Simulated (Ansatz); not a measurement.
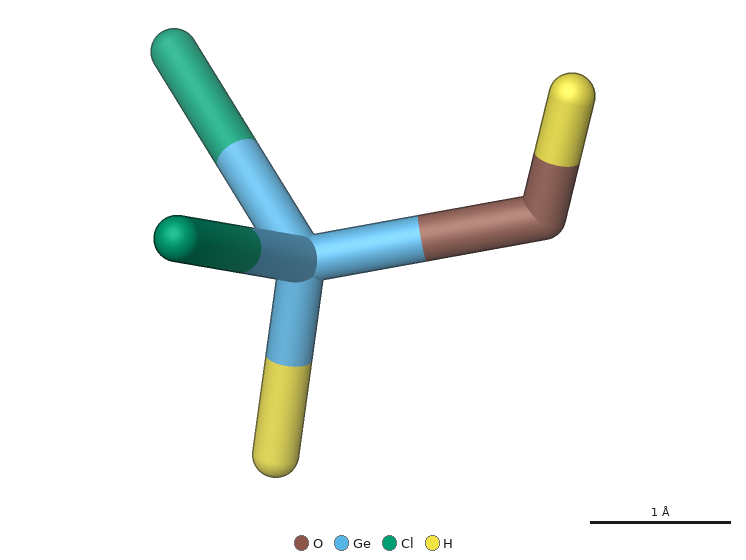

Rendered structure (stick style).

Computed geometry: PBE0-D4/def2-TZVP optimisation.

Count the atoms of each element.

Cl₂GeH₂O, 6 atoms: 2 chlorine, 1 germanium, 2 hydrogen and 1 oxygen.

How many bonds of each kind are drawn?

2 Cl–Ge, 1 Ge–O, 1 O–H, 1 Ge–H.

What is its SMILES?

[OH][GeH]([Cl])[Cl]

What is the point group of this geometry?

Cs.

How many atoms are distinct by symmetry?

5: 1 O, 1 Ge, 2 Cl, 1 H, 1 H.

The parts below concern this one geometry. Atoms keep their numbers from picture to picture.

## Electronic properties

Properties computed with RKS ωB97M-V/def2-TZVPP (Ansatz 0.2.0).

Computed properties:

- dipole moment: 0.58 D
- HOMO energy (Kohn–Sham orbital): −11.51 eV
- LUMO energy (Kohn–Sham orbital): 1.24 eV
- HOMO–LUMO gap: 12.75 eV

## Charges

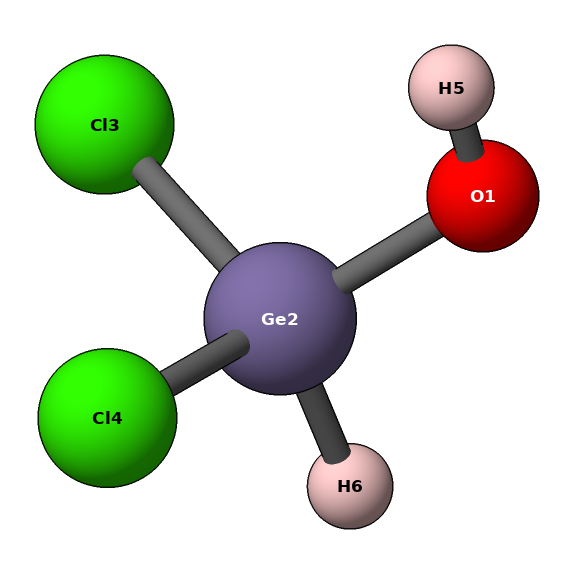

The questions are on Mulliken charges. Method: RKS r2SCAN-D4/def2-TZVPP (Ansatz 0.2.0).

Which atom carries the highest charge (most positive or least negative)?

Ge2 (0.74 e).

And the lowest?

O1 (−0.41 e).

Give the Mulliken charges atom by atom.

| atom | value (e) |
| --- | --- |
| O1 | −0.41 |
| Ge2 | 0.74 |
| Cl3 | −0.29 |
| Cl4 | −0.29 |
| H5 | 0.20 |
| H6 | 0.04 |

## Vibrations

Harmonic vibrations computed with RKS PBE0-D4/def2-TZVP (Ansatz 0.2.0) at a stationary point of the same level.

List the wavenumbers.

12 modes: 149, 153, 213, 252, 426, 441, 699, 709, 750, 942, 2239, 3882 cm⁻¹.

## Thermal motion

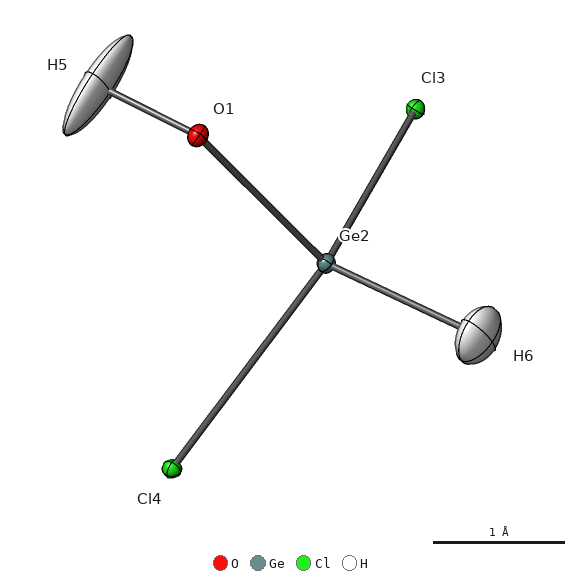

Displacement ellipsoids at the 50 % level, from the internal vibrations of the free molecule (harmonic, no overall translation or rotation; no half-axis is drawn under 0.075 Å). Vibrations computed with RKS PBE0-D4/def2-TZVP (Ansatz 0.2.0). Temperature: 0 K (zero-point motion alone).

Which atom has the largest mean-square displacement?

H5, with U_eq = 0.0392 Å².

Does H5 move more along its bond or across it?

Across it: the root-mean-square amplitude is 0.074 Å along the bond and up to 0.300 Å across, since bending and torsion are softer than stretching.

Give the displacement parameters, one line for each set of equivalent atoms.

| atom | U_eq (Å²) | rms amplitudes (Å) |
| --- | --- | --- |
| O1 | 0.0023 | 0.032, 0.048, 0.059 |
| Ge2 | 0.00038 | 0.018, 0.018, 0.023 |
| Cl3, Cl4 | 0.00085 | 0.017, 0.029, 0.037 |
| H5 | 0.0392 | 0.072, 0.149, 0.300 |
| H6 | 0.0183 | 0.088, 0.152, 0.155 |

Mulliken values depend strongly on the basis set and can even reverse the polarity of a bond.
